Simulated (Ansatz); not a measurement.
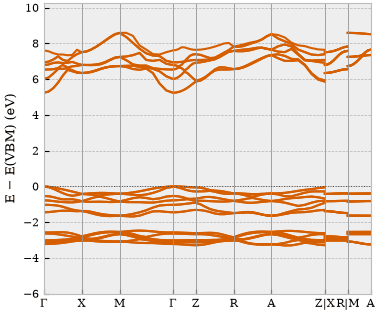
Fig. 1. Band structure from r²SCAN with spin–orbit coupling (plane waves, PAW; program Ansatz)

### Question
Read off the gap and where the band edges lie.

### Answer
About 5.2 eV (5.23 eV by a search for the band edges); maximum at Γ, minimum at Γ.

The material is BaBrF in space group P4/nmm (No. 129; Ba on 2c, Br on 2c, F on 2a).

The workflow started from a Materials Project entry (that database holds measured and hypothetical structures alike); the Crystallography Open Database files this formula in space group No. 129, but the cells were not matched. Whether it is the stable phase at ambient conditions was not checked. Symmetry was held in the r²SCAN relaxation; its stability against distortions is not shown here.

Potentials: the later of the program's two PAW sets.
